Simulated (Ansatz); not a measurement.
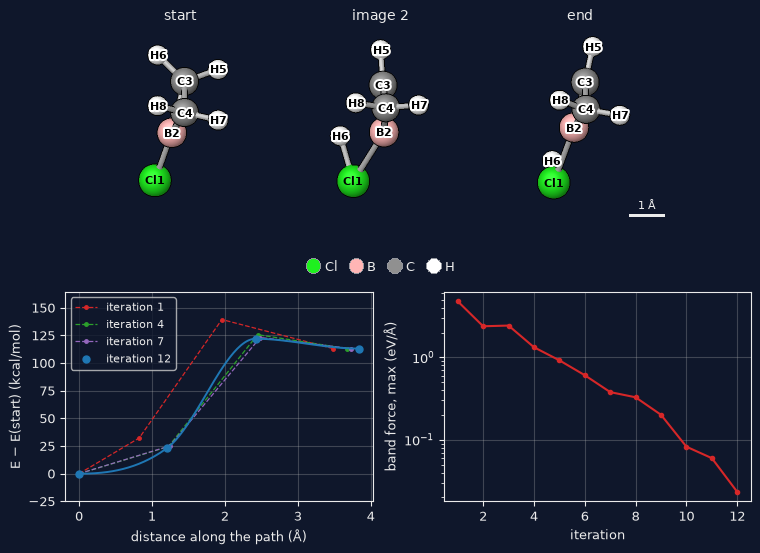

NEB run on C2H4BCl. Images are numbered from 0 (start) to 3 (end). The plot follows the band through its iterations. The picture is a ball-and-stick view, seen from a free direction.

Theory: RHF/def2-SVP (Ansatz). Settings: 2 movable images; climbing image; force threshold 0.03 eV/Å; iteration limit 60; starting path through a guess of the saddle point.

Judge this run.

Answer. The run is converged, with reservations. The band converged in 12 iterations. The largest component of the band force went from 4.8 to 0.023 eV/Å. The climbing image converged on the top of the path. Its curvatures weren't checked. So few images resolve the path coarsely. The first iteration put the highest image at 139.5 kcal/mol. Forward barrier 122.1 kcal/mol, backward barrier 8.9 kcal/mol, with image 2 at the top; the reaction energy is +113.2 kcal/mol.

Cost: 24 s on 1 thread of AMD EPYC 7R13 Processor (Zen 3) (shared host), peak memory 0.15 GiB.
